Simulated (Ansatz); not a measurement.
Base system: SnS in the GeS type structure (space group Pnma, No. 62; a = 11.1555 Å, b = 3.9999 Å, c = 4.2608 Å). Axes: x, y, z lie along a, b, c of the conventional cell.

Modification: biaxial strain −2.29 %, plane normal [001], relaxed out of plane (Cartesian); in-plane vectors clamped, the third vector and the atoms free.

Calculations: PBE-D3(BJ), PAW, 420 eV (Ansatz, a first-principles code; spin-orbit coupling left out), earlier PAW set.

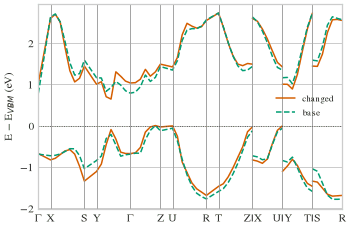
Fig. 1. Highest valence and lowest conduction band along the path, each from its own valence-band maximum

Problem. Read the changed gap and its character from the plot.

Solution. About 0.6 eV, indirect, Γ–Z (83 % along) → Y–Γ (43 % along).

No phonon test of stability was made.
